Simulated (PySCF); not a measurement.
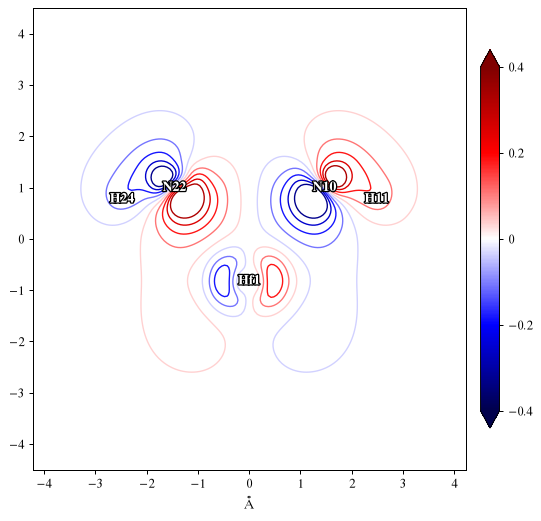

The picture shows: H18HfN6 (charge +4). The HOMO on the plane of atoms N10, Hf1 and N22 (values in Å⁻³ᐟ²; the overall sign is arbitrary).

Core potentials replace the inner electrons of Hf.

All numbers below come from RKS PBE, Hf def2-SVP with ECP60, N def2-SVP, H def2-SVP; non-relativistic Hamiltonian with scalar-relativistic core potentials where named; density fitting (PySCF 2.14.0).

```yaml
atoms:
  - { symbol: Hf, position_ang: [0.0000, 0.0000, 0.0000] }
  - { symbol: N, position_ang: [1.8191, 0.0834, 1.4628] }
  - { symbol: H, position_ang: [1.5948, 0.0724, 2.4832] }
  - { symbol: H, position_ang: [2.5077, -0.7009, 1.3856] }
  - { symbol: H, position_ang: [2.4312, 0.9290, 1.3868] }
  - { symbol: N, position_ang: [-0.9818, 1.5337, 1.4628] }
  - { symbol: H, position_ang: [-0.8601, 1.3450, 2.4832] }
  - { symbol: H, position_ang: [-0.6468, 2.5222, 1.3856] }
  - { symbol: H, position_ang: [-2.0202, 1.6410, 1.3868] }
  - { symbol: N, position_ang: [-0.8373, -1.6171, 1.4628] }
  - { symbol: H, position_ang: [-0.7347, -1.4174, 2.4832] }
  - { symbol: H, position_ang: [-1.8609, -1.8213, 1.3856] }
  - { symbol: H, position_ang: [-0.4110, -2.5700, 1.3868] }
  - { symbol: N, position_ang: [1.8191, 0.0834, -1.4628] }
  - { symbol: H, position_ang: [2.5077, -0.7009, -1.3856] }
  - { symbol: H, position_ang: [1.5948, 0.0724, -2.4832] }
  - { symbol: H, position_ang: [2.4312, 0.9290, -1.3868] }
  - { symbol: N, position_ang: [-0.9818, 1.5337, -1.4628] }
  - { symbol: H, position_ang: [-0.6468, 2.5222, -1.3856] }
  - { symbol: H, position_ang: [-0.8601, 1.3450, -2.4832] }
  - { symbol: H, position_ang: [-2.0202, 1.6410, -1.3868] }
  - { symbol: N, position_ang: [-0.8373, -1.6171, -1.4628] }
  - { symbol: H, position_ang: [-1.8609, -1.8213, -1.3856] }
  - { symbol: H, position_ang: [-0.7347, -1.4174, -2.4832] }
  - { symbol: H, position_ang: [-0.4110, -2.5700, -1.3868] }
```

Where does this orbital lie, and at what energy?

Answer. By Hirshfeld shares it lies mainly on N2 (about 10 %), N22 (about 10 %), N6 (about 10 %), N10 (about 10 %), N14 (about 10 %) and N18 (about 10 %); largely a combination of lone pairs on N2, N22, N6, N10, N14 and N18. Its energy is −25.66 eV.
